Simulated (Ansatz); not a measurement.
# Ti (Titanium): phonon spectrum, part 2 of 3

The task, for Ti (Titanium): relax the cell, relax to small forces and stress and test dynamical stability over the zone.

Ansatz 0.2.0; DFT PBEsol, scalar-relativistic, plane waves, PAW. The steps go on from the part before.

## Step 3: Full relaxation

Input file input.yaml:

```yaml
crystal:
  lattice:
    - [2.95, 0.0, 0.0]
    - [-1.475, 2.5547749412, 0.0]
    - [0.0, 0.0, 4.68]
  atoms:
    - { symbol: Ti, position: [0.3333333333, 0.6666666667, 0.25] }
    - { symbol: Ti, position: [0.6666666667, 0.3333333333, 0.75] }
basis:
  ecutwfc: 420
kpoints:
  mp_grid: { grid: [18, 18, 10] }
hamiltonian:
  xc: pbesol
scf:
  occupations: { method: gaussian, width: 0.1 }
output:
  forces: true
  stress: true
  eigenvalues: true
  write_density: true
  write_potential: true
  elf: true
  volumetric_format: npy
relax:
  adjacent_minimum: "off"
  f_tol: 0.005
  max_steps: 80
  cell: { stress_tol: 0.05 }
```

On the command line:

```sh
> ansatz run input.yaml --threads 2 --pin off --max-ram 5120MiB --backend cpu --events-out ev --progress --plain --runs-dir out
```

Output:

```text
Warning: RAYON_NUM_THREADS=2 ignored (pool sized by the plan → 2); use --threads N
Engine: ansatz 0.2.0, aarch64-unknown-linux-gnu
Pseudopotentials: kind: paw
Pseudopotential: Ti, paw, valence charge 12, recommended cutoff 420 eV (normal), Ti.paw.azcp
Functional definition: PBEsol
  exchange = pbesol_x
  correlation = pbesol_c
Crystal: 2 atoms, lattice volume = 35.271 Å³
Basis set: ecut = 420 eV, 687 PW (Γ), exchange–correlation on 40×40×64 points (8 copies of the dense FFT grid, shifted against one another)
Bands: 16, of which v1, the nominal top of the filled ones, is band 12 counted from 1 (11 counted from 0)
Symmetry: 24 space group operations
Space group: P63/mmc (ITA 194), of the structure as read, at distance tolerance 3.3e-5 Å
k-points: 222 of 3240
Non-local potential: Ti, projectors of the file, l = 0: 3, l = 1: 2, l = 2: 3, l = 3: 1
PAW form: soft (Blöchl's): semilocal exchange-correlation on the pseudo side does not see the compensation charge
PAW frozen core: Ti, regenerated for the run's functional, and the local potential with it (the file was generated under x = pbe(κ = 0.804, μ = 0.2195149727645171), c = pbe(β = 0.06672455060314922))
PAW one-centre angular grid: Ti, 590 points (default); XC on 64 Gauss nodes
Initial density: superposition of atomic densities (neutral atoms: chi_scale 0, normalization atom), corrected by the library's trained network
Initial wavefunctions: pseudopotential atomic-orbital guess
Functional: x = pbesol(κ = 0.804, μ = 0.12345679012345678), c = pbesol(β = 0.046)
SCF iter   1: F=—  HF=-4947.770246 eV  |F-HF|=—  |Δ(HF+E_count)|=         —  Δρ=8.28e-3  dr2=1.84e-2  ethr=1.77e-3  ⟨swp⟩=3.6  Hψ=14308  notcnv=0
preconditioner: auto → none  [metal: Δε(μ)=0.003 eV  Ē_g=2.826 eV  σ=0.100 eV  W_gap=0.02  n_scr=8 (ndim 8)  ℏωp=17.7 eV  f_vac=0.000  D(μ)=1.88/eV (n_scr^D=22)  sad-step TF]
SCF iter   2: F=—  HF=-4947.764907 eV  |F-HF|=—  |Δ(HF+E_count)|=   5.34e-3  Δρ=3.60e-3  dr2=3.60e-3  ethr=7.66e-5  ⟨swp⟩=2.2  Hψ=6447  notcnv=0  defer=10
SCF iter   3: F=—  HF=-4947.763938 eV  |F-HF|=—  |Δ(HF+E_count)|=   9.69e-4  Δρ=3.41e-4  dr2=1.23e-5  ethr=1.50e-5  ⟨swp⟩=3.0  Hψ=6394  notcnv=0  defer=10
SCF iter   4: F=—  HF=-4947.763934 eV  |F-HF|=—  |Δ(HF+E_count)|=   3.94e-6  Δρ=3.98e-5  dr2=1.65e-7  ethr=5.14e-8  ⟨swp⟩=2.0  Hψ=5883  notcnv=0  defer=10
iter 5 did not close the SCF: its close was put off for the readings that it lacked (scf_convergence_deferred on its scf_iter line)
SCF iter   5: F=-4947.763934 eV  HF=-4947.763934 eV  |F-HF|=2.54e-9  |Δ(HF+E_count)|=   2.64e-7  Δρ=4.14e-6  dr2=3.65e-9  ethr=6.86e-10  ⟨swp⟩=2.1  Hψ=4624  notcnv=0  defer=10
SCF iter   6: F=-4947.763934 eV  HF=-4947.763934 eV  |F-HF|=2.00e-10  |Δ(HF+E_count)|=   1.29e-9  Δρ=1.01e-6  dr2=2.50e-10  ethr=1.52e-11  ⟨swp⟩=3.6  Hψ=16697  notcnv=0
SCF 1 converged in 6 iterations: F = -4947.763934 eV  dr2 = 2.50e-10
relax step   1: F+E_penalty+E_count = -4947.76393442 eV  Δ(F+E_penalty+E_count) = +0.000e0 eV  max|allowed force component| = 1.480e-16 eV/Å  Δτ_max = 0.0000 Å  P = -5.778 GPa  Ω = 35.271 Å³  (6 SCF iters, dr2 threshold 1.00e-7 eV, accepted)
Crystal: 2 atoms, lattice volume = 31.251 Å³
Basis set: ecut = 420 eV, 615 PW (Γ), exchange–correlation on 40×40×64 points (8 copies of the dense FFT grid, shifted against one another)
Initial density: handed on by an earlier stage of this run
Initial wavefunctions: those handed on with the density
iter 1 solved again at ethr=2.61e-5 eV; its pass at ethr=3.10e-3 eV (dr2=6.27e-3 eV) is discarded
SCF iter   1: F=—  HF=-4947.738642 eV  |F-HF|=—  |Δ(HF+E_count)|=         —  Δρ=4.62e-3  dr2=6.46e-3  ethr=2.61e-5  ⟨swp⟩=1.0  Hψ=23607  notcnv=0
preconditioner: auto → none  [metal: Δε(μ)=0.004 eV  Ē_g=3.113 eV  σ=0.100 eV  W_gap=0.02  n_scr=8 (ndim 8)  ℏωp=18.8 eV  f_vac=0.000  D(μ)=1.74/eV (n_scr^D=22)]
SCF iter   2: F=—  HF=-4947.738196 eV  |F-HF|=—  |Δ(HF+E_count)|=   4.46e-4  Δρ=1.56e-3  dr2=3.19e-4  ethr=2.61e-5  ⟨swp⟩=2.3  Hψ=5027  notcnv=0
SCF iter   3: F=—  HF=-4947.738694 eV  |F-HF|=—  |Δ(HF+E_count)|=   4.98e-4  Δρ=4.59e-4  dr2=2.53e-5  ethr=1.33e-6  ⟨swp⟩=2.1  Hψ=4426  notcnv=0
SCF iter   4: F=—  HF=-4947.738746 eV  |F-HF|=—  |Δ(HF+E_count)|=   5.17e-5  Δρ=4.77e-5  dr2=6.09e-7  ethr=1.05e-7  ⟨swp⟩=2.7  Hψ=5572  notcnv=0
iter 5 did not close the SCF: its close was put off for the readings that it lacked (scf_convergence_deferred on its scf_iter line)
SCF iter   5: F=-4947.738746 eV  HF=-4947.738746 eV  |F-HF|=5.17e-9  |Δ(HF+E_count)|=   2.42e-8  Δρ=5.98e-6  dr2=6.76e-9  ethr=2.54e-9  ⟨swp⟩=2.0  Hψ=4335  notcnv=0
SCF iter   6: F=-4947.738746 eV  HF=-4947.738746 eV  |F-HF|=1.46e-11  |Δ(HF+E_count)|=   2.60e-9  Δρ=5.22e-7  dr2=1.97e-11  ethr=2.82e-11  ⟨swp⟩=3.7  Hψ=16674  notcnv=0
SCF 2 converged in 6 iterations: F = -4947.738746 eV  dr2 = 1.97e-11
relax step   2: F+E_penalty+E_count = -4947.73874584 eV  Δ(F+E_penalty+E_count) = +2.519e-2 eV  max|allowed force component| = 4.441e-16 eV/Å  Δτ_max = 0.0000 Å  P = +9.140 GPa  Ω = 31.251 Å³  energy of the carried Pulay correction = +2.423e-4 eV  (6 SCF iters, dr2 threshold 2.00e-7 eV, rejected (line search))
Crystal: 2 atoms, lattice volume = 33.599 Å³
Basis set: ecut = 420 eV, 639 PW (Γ), exchange–correlation on 40×40×64 points (8 copies of the dense FFT grid, shifted against one another)
iter 1 solved again at ethr=9.52e-6 eV; its pass at ethr=3.10e-3 eV (dr2=2.28e-3 eV) is discarded
SCF iter   1: F=—  HF=-4947.797917 eV  |F-HF|=—  |Δ(HF+E_count)|=         —  Δρ=2.65e-3  dr2=2.36e-3  ethr=9.52e-6  ⟨swp⟩=1.0  Hψ=23528  notcnv=0
preconditioner: auto → none  [metal: Δε(μ)=0.022 eV  Ē_g=2.894 eV  σ=0.100 eV  W_gap=0.12  n_scr=8 (ndim 8)  ℏωp=18.1 eV  f_vac=0.000  D(μ)=1.86/eV (n_scr^D=22)]
SCF iter   2: F=—  HF=-4947.797860 eV  |F-HF|=—  |Δ(HF+E_count)|=   5.67e-5  Δρ=9.59e-4  dr2=1.28e-4  ethr=9.52e-6  ⟨swp⟩=2.1  Hψ=4659  notcnv=0
SCF iter   3: F=—  HF=-4947.798060 eV  |F-HF|=—  |Δ(HF+E_count)|=   2.00e-4  Δρ=2.94e-4  dr2=1.18e-5  ethr=5.34e-7  ⟨swp⟩=2.3  Hψ=4713  notcnv=0
SCF iter   4: F=—  HF=-4947.798070 eV  |F-HF|=—  |Δ(HF+E_count)|=   1.02e-5  Δρ=2.96e-5  dr2=2.64e-7  ethr=4.91e-8  ⟨swp⟩=2.3  Hψ=5005  notcnv=0
SCF iter   5: F=—  HF=-4947.798069 eV  |F-HF|=—  |Δ(HF+E_count)|=   7.40e-7  Δρ=4.19e-6  dr2=3.58e-9  ethr=1.10e-9  ⟨swp⟩=2.0  Hψ=4333  notcnv=0
SCF iter   6: F=-4947.798069 eV  HF=-4947.798069 eV  |F-HF|=7.28e-12  |Δ(HF+E_count)|=   1.37e-9  Δρ=3.63e-7  dr2=1.01e-11  ethr=1.00e-12  ⟨swp⟩=3.5  Hψ=16629  notcnv=0
SCF 3 converged in 6 iterations: F = -4947.798069 eV  dr2 = 1.01e-11
relax step   3: F+E_penalty+E_count = -4947.79806917 eV  Δ(F+E_penalty+E_count) = -3.413e-2 eV  max|allowed force component| = 1.388e-16 eV/Å  Δτ_max = 0.0000 Å  P = -0.536 GPa  Ω = 33.599 Å³  energy of the carried Pulay correction = +9.742e-5 eV  (6 SCF iters, accepted)
Crystal: 2 atoms, lattice volume = 33.437 Å³
Basis set: ecut = 420 eV, 627 PW (Γ), exchange–correlation on 40×40×64 points (8 copies of the dense FFT grid, shifted against one another)
iter 1 solved again at ethr=3.60e-8 eV; its pass at ethr=3.10e-3 eV (dr2=8.64e-6 eV) is discarded
SCF iter   1: F=—  HF=-4947.798376 eV  |F-HF|=—  |Δ(HF+E_count)|=         —  Δρ=1.98e-4  dr2=1.36e-5  ethr=3.60e-8  ⟨swp⟩=2.1  Hψ=23393  notcnv=0
preconditioner: auto → none  [metal: Δε(μ)=0.018 eV  Ē_g=2.922 eV  σ=0.100 eV  W_gap=0.10  n_scr=8 (ndim 8)  ℏωp=18.2 eV  f_vac=0.000  D(μ)=1.82/eV (n_scr^D=22)]
SCF iter   2: F=—  HF=-4947.798347 eV  |F-HF|=—  |Δ(HF+E_count)|=   2.93e-5  Δρ=6.70e-5  dr2=6.50e-7  ethr=3.60e-8  ⟨swp⟩=3.0  Hψ=6528  notcnv=0
iter 3 did not close the SCF: its close was put off for the readings that it lacked (scf_convergence_deferred on its scf_iter line)
SCF iter   3: F=-4947.798348 eV  HF=-4947.798348 eV  |F-HF|=1.54e-7  |Δ(HF+E_count)|=   6.92e-7  Δρ=2.17e-5  dr2=6.76e-8  ethr=2.71e-9  ⟨swp⟩=2.4  Hψ=4829  notcnv=0
iter 4 did not close the SCF: its close was put off for the readings that it lacked (scf_convergence_deferred on its scf_iter line)
SCF iter   4: F=-4947.798348 eV  HF=-4947.798348 eV  |F-HF|=1.48e-10  |Δ(HF+E_count)|=   1.66e-7  Δρ=2.28e-6  dr2=1.58e-9  ethr=2.82e-10  ⟨swp⟩=2.2  Hψ=4651  notcnv=0
iter 5 did not close the SCF: its close was put off for the readings that it lacked (scf_convergence_deferred on its scf_iter line)
SCF iter   5: F=-4947.798348 eV  HF=-4947.798348 eV  |F-HF|=3.64e-12  |Δ(HF+E_count)|=  1.48e-10  Δρ=1.31e-7  dr2=3.07e-12  ethr=6.60e-12  ⟨swp⟩=2.0  Hψ=4355  notcnv=0
SCF iter   6: F=-4947.798348 eV  HF=-4947.798348 eV  |F-HF|=0.00e0  |Δ(HF+E_count)|=    0.00e0  Δρ=2.16e-8  dr2=5.21e-14  ethr=1.00e-12  ⟨swp⟩=3.1  Hψ=13461  notcnv=0
SCF 4 converged in 6 iterations: F = -4947.798348 eV  dr2 = 5.21e-14
relax step   4: F+E_penalty+E_count = -4947.79834778 eV  Δ(F+E_penalty+E_count) = -2.786e-4 eV  max|allowed force component| = 3.886e-16 eV/Å  Δτ_max = 0.0000 Å  P = +0.040 GPa  Ω = 33.437 Å³  energy of the carried Pulay correction = +1.071e-4 eV  (6 SCF iters, dr2 threshold 2.00e-7 eV, accepted)
Crystal: 2 atoms, lattice volume = 33.448 Å³
iter 1 solved again at ethr=1.37e-10 eV; its pass at ethr=3.10e-3 eV (dr2=3.28e-8 eV) is discarded
SCF iter   1: F=—  HF=-4947.798378 eV  |F-HF|=—  |Δ(HF+E_count)|=         —  Δρ=1.64e-5  dr2=6.20e-8  ethr=1.37e-10  ⟨swp⟩=2.9  Hψ=23723  notcnv=0
preconditioner: auto → none  [metal: Δε(μ)=0.017 eV  Ē_g=2.920 eV  σ=0.100 eV  W_gap=0.10  n_scr=8 (ndim 8)  ℏωp=18.2 eV  f_vac=0.000  D(μ)=1.82/eV (n_scr^D=22)]
iter 2 did not close the SCF: its close was put off for the readings that it lacked (scf_convergence_deferred on its scf_iter line)
SCF iter   2: F=-4947.798351 eV  HF=-4947.798351 eV  |F-HF|=4.20e-9  |Δ(HF+E_count)|=   2.77e-5  Δρ=6.94e-6  dr2=4.77e-9  ethr=1.37e-10  ⟨swp⟩=2.9  Hψ=6350  notcnv=0
iter 3 did not close the SCF: its close was put off for the readings that it lacked (scf_convergence_deferred on its scf_iter line)
SCF iter   3: F=-4947.798351 eV  HF=-4947.798351 eV  |F-HF|=5.32e-10  |Δ(HF+E_count)|=   4.04e-9  Δρ=2.06e-6  dr2=3.75e-10  ethr=1.99e-11  ⟨swp⟩=2.5  Hψ=5202  notcnv=0
iter 4 did not close the SCF: its close was put off for the readings that it lacked (scf_convergence_deferred on its scf_iter line)
SCF iter   4: F=-4947.798351 eV  HF=-4947.798351 eV  |F-HF|=2.73e-12  |Δ(HF+E_count)|=  6.11e-10  Δρ=2.08e-7  dr2=9.32e-12  ethr=1.56e-12  ⟨swp⟩=2.0  Hψ=4413  notcnv=0
iter 5 did not close the SCF: its close was put off for the readings that it lacked (scf_convergence_deferred on its scf_iter line)
SCF iter   5: F=-4947.798351 eV  HF=-4947.798351 eV  |F-HF|=2.73e-12  |Δ(HF+E_count)|=  1.82e-12  Δρ=2.87e-8  dr2=2.28e-13  ethr=1.00e-12  ⟨swp⟩=1.0  Hψ=3552  notcnv=0
SCF iter   6: F=-4947.798351 eV  HF=-4947.798351 eV  |F-HF|=9.09e-13  |Δ(HF+E_count)|=  9.09e-13  Δρ=2.10e-9  dr2=7.14e-16  ethr=1.00e-12  ⟨swp⟩=2.8  Hψ=11096  notcnv=0
SCF 5 converged in 6 iterations: F = -4947.798351 eV  dr2 = 7.14e-16
relax step   5: F+E_penalty+E_count = -4947.79835052 eV  Δ(F+E_penalty+E_count) = -2.733e-6 eV  max|allowed force component| = 4.996e-16 eV/Å  Δτ_max = 0.0000 Å  P = +0.003 GPa  Ω = 33.448 Å³  energy of the carried Pulay correction = +1.065e-4 eV  (6 SCF iters, accepted)
Initial wavefunctions: pseudopotential atomic-orbital guess (no wavefunctions were taken with the density)
iter 1 solved again at ethr=8.08e-10 eV; its pass at ethr=3.10e-3 eV (dr2=1.94e-7 eV) is discarded
SCF iter   1: F=—  HF=-4947.798270 eV  |F-HF|=—  |Δ(HF+E_count)|=         —  Δρ=3.32e-5  dr2=4.88e-8  ethr=8.08e-10  ⟨swp⟩=3.0  Hψ=24867  notcnv=0
preconditioner: auto → none  [metal: Δε(μ)=0.017 eV  Ē_g=2.920 eV  σ=0.100 eV  W_gap=0.09  n_scr=8 (ndim 8)  ℏωp=18.2 eV  f_vac=0.000  D(μ)=1.82/eV (n_scr^D=22)]
SCF iter   2: F=—  HF=-4947.798242 eV  |F-HF|=—  |Δ(HF+E_count)|=   2.77e-5  Δρ=1.62e-5  dr2=1.11e-8  ethr=2.03e-10  ⟨swp⟩=2.4  Hψ=6136  notcnv=0
SCF iter   3: F=—  HF=-4947.798242 eV  |F-HF|=—  |Δ(HF+E_count)|=   7.29e-9  Δρ=2.30e-6  dr2=8.34e-10  ethr=4.63e-11  ⟨swp⟩=2.1  Hψ=4450  notcnv=0
SCF iter   4: F=—  HF=-4947.798242 eV  |F-HF|=—  |Δ(HF+E_count)|=  2.27e-11  Δρ=5.30e-7  dr2=2.76e-11  ethr=3.47e-12  ⟨swp⟩=2.8  Hψ=6246  notcnv=0
iter 5 did not close the SCF: its close was put off for the readings that it lacked (scf_convergence_deferred on its scf_iter line)
SCF iter   5: F=-4947.798242 eV  HF=-4947.798242 eV  |F-HF|=0.00e0  |Δ(HF+E_count)|=  1.27e-11  Δρ=2.94e-8  dr2=1.68e-13  ethr=1.00e-12  ⟨swp⟩=1.0  Hψ=3552  notcnv=0
SCF iter   6: F=-4947.798242 eV  HF=-4947.798242 eV  |F-HF|=1.82e-12  |Δ(HF+E_count)|=  9.09e-13  Δρ=7.33e-9  dr2=5.15e-15  ethr=1.00e-12  ⟨swp⟩=2.1  Hψ=10704  notcnv=0
SCF 6 converged in 6 iterations: F = -4947.798242 eV  dr2 = 5.15e-15
relax step   6: F+E_penalty+E_count = -4947.79824222 eV  Δ(F+E_penalty+E_count) = +1.083e-4 eV  max|allowed force component| = 5.366e-16 eV/Å  Δτ_max = 0.0000 Å  P = +0.007 GPa  Ω = 33.448 Å³  stress off target by 1.56e-2 GPa  SCF on the basis re-selected at this cell (its energy is not comparable with the rows above)  (6 SCF iters)
basis re-selected at this cell: Δ(F+E_penalty+E_count) = +1.083e-4 eV, ΔP = +0.003 GPa vs the last step (what re-selecting the basis moved, of the pressure what is left beyond the Pulay correction that the steps carried, after the strain that the cell walked since its last selection, with what the two solves' SCF thresholds leave and, on support functions, any second-order correction that the steps lacked; it is no measure of the basis error at this ecutwfc). This SCF's stress stands 1.56e-2 GPa from its target on what of the cell is left free (relax.cell.stress_tol is 5.00e-2 GPa) and its largest allowed force component is 5.37e-16 eV/Å (relax.f_tol is 5.00e-3 eV/Å): within both
SCF converged after 6 iterations
Free energy (F): -4947.798242 eV
Harris-Foulkes:  -4947.798242 eV  (|F-HF|=1.82e-12)
Internal energy: -4947.789127 eV  (E = F + TS)
E sigma→0 (E₀):  -4947.793685 eV
Entropy (-TS):   -0.009115 eV (-4.558 meV/atom)
Fermi energy:    13.866534 eV
--- Per-component energies (eV) ---
  E_band       = -300.141534
  E_kinetic    = 546.108748
  E_local      = -1584.772820  (includes V_loc(G=0)·N_el)
  E_nonlocal   = 18.766160
  E_hartree    = 652.319419
  E_xc         = -193.882447
  E_vxc        = -243.650613  (∫ρ·V_xc dr)
  E_paw        = -2045.109615  (= ΣΔE_a)
  E_vpaw       = -341.232059  (= ΣTr[D̂ρ^β])
  E_aug_tail   = 0.000211  (compensation charges beyond the density's cutoff)
  E_ewald      = -2341.497552
  E_core_change = 0.278769  (= ΣΔE_core)
  E_smearing   = -0.009115  (= −TS)
  E_closure    = -0.000000  (closes the sum)
  Σ components = -4947.798242   (vs F -4947.798242, Δ=0.00e0)
--- Forces (eV/Å), atoms counted from 1 ---
  atom   1  Ti     0.00000000     0.00000000    -0.00000000
  atom   2  Ti     0.00000000    -0.00000000     0.00000000
  max |Σ_I F_I| component: 3.70e-17 eV/Å
--- Stress (GPa, compression-positive) ---
        0.015556       0.000000       0.000000
        0.000000       0.015556       0.000000
        0.000000       0.000000      -0.010492
  P = ⅓ Tr σ = 0.0069 GPa (0.069 kbar)
--- Band table (eV; the first three rows and the last of 222) ---
  k-point 0: bands = ["-42.6621", "-42.4975", "-19.4217", "-18.6875", "-18.6875", "-18.6041", "-18.5719", "-18.5719", "7.5852", "11.0741", "14.6535", "14.6535", "14.7409", "14.7881", "15.1863", "15.1863"]
  k-point 1: bands = ["-42.6582", "-42.5016", "-19.4025", "-18.6847", "-18.6847", "-18.6251", "-18.5748", "-18.5748", "7.6731", "11.0387", "14.5835", "14.6076", "14.6076", "14.7381", "15.1360", "15.1360"]
  k-point 2: bands = ["-42.6466", "-42.5135", "-19.3467", "-18.6856", "-18.6765", "-18.6765", "-18.5830", "-18.5830", "7.9315", "10.9014", "14.2374", "14.5254", "14.5254", "14.5966", "15.0055", "15.0055"]
  k-point 221: bands = ["-42.4834", "-42.4834", "-19.2096", "-19.2096", "-18.9996", "-18.9996", "-18.7147", "-18.7147", "12.5549", "12.5549", "12.7201", "12.7201", "13.6632", "13.6632", "15.6056", "15.6056"]
--- Relaxed structure (5 steps of the walk, 4 accepted, 1 SCFs on fresh bases) ---
  F+E_penalty+E_count = -4947.79824222 eV   max|allowed force component| = 5.366e-16 eV/Å   (the final SCF, on the basis selected at the relaxed cell)
  cell:  # Å, volume = 33.4479 Å³
    - [2.900475837365792, 0.0, 3.6092288926424136e-35]
    - [-1.450237918682896, 2.511885758221718, -1.693396634498013e-18]
    - [5.725827531338236e-35, -3.1020721714860353e-18, 4.590921253270481]
  atoms:
    - { symbol: Ti, position: [0.33333333333333337, 0.6666666666666667, 0.25000000000000006] }
    - { symbol: Ti, position: [0.6666666666666667, 0.33333333333333337, 0.75] }
```

Run time: 24 s. Hardware: 2 threads of an Arm CPU, shared host; peak memory 0.41 GiB.

Step by step:

| step | E - E(step 1) (eV/cell) | largest force component (eV/Å) | pressure (GPa) | volume (Å³) |
| --- | --- | --- | --- | --- |
| 1 | 0.0000 | 0.0000 | -5.78 | 35.27 |
| 2 | 0.0252 | 0.0000 | 9.14 | 31.25 |
| 3 | -0.0341 | 0.0000 | -0.54 | 33.60 |
| 4 | -0.0344 | 0.0000 | 0.04 | 33.44 |
| 5 | -0.0344 | 0.0000 | 0.00 | 33.45 |
| 6 | -0.0343 | 0.0000 | 0.01 | 33.45 |

Step 1 is the start. Step 6 repeats the geometry before it on a plane-wave basis chosen anew for that cell, so its energy need not be comparable with the rows above. Step 2 was tried and not accepted.

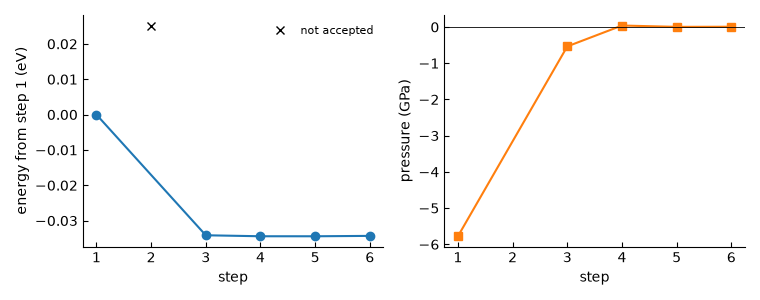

Energy and pressure along the relaxation.

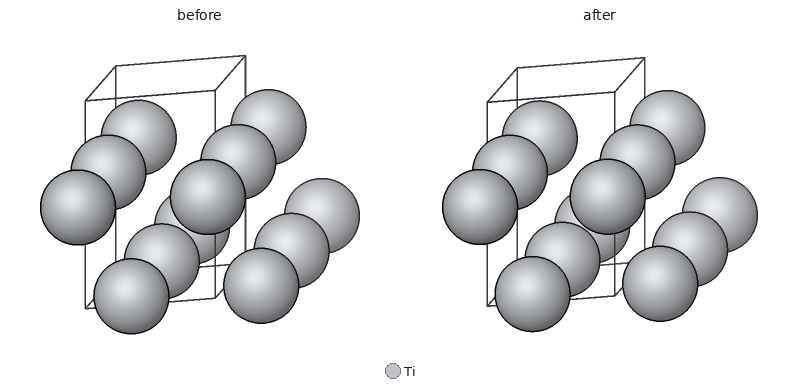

The structure before (left) and after (right) the relaxation, drawn at the same scale.

|  | before | after | change |
| --- | --- | --- | --- |
| a (Å) | 2.950 | 2.900 | -1.7 % |
| b (Å) | 2.950 | 2.900 | -1.7 % |
| c (Å) | 4.680 | 4.591 | -1.9 % |
| volume (Å³/atom) | 17.64 | 16.72 | -5.2 % |
| shortest distance (Å) | 2.894 | 2.841 | -1.8 % |
| space group (0.01 Å) | P6_3/mmc | P6_3/mmc | same |

Forces and stress were held to the start's 24 operations: a distortion of lower symmetry was not tested.

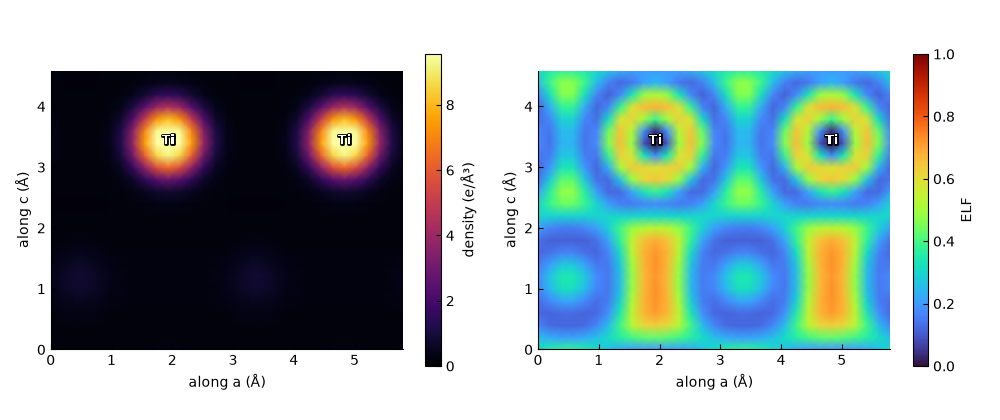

Density (left) and ELF (right) in a lattice plane of the grid's cell (edges 2.90 and 4.59 Å, at 0.333 of the third edge), which holds Ti. Only atoms in the plane are labelled. Both are smooth fields of the valence electrons: close to the nuclei they are not physical.

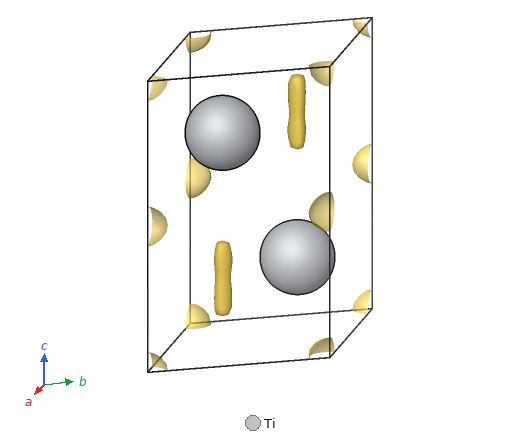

Surface of ELF = 0.70, drawn in one cell.

Maxima of ELF outside the ion cores: 0.76 between the atoms, 2.0 Å from Ti.

(Part 2 of 3 ends here.)
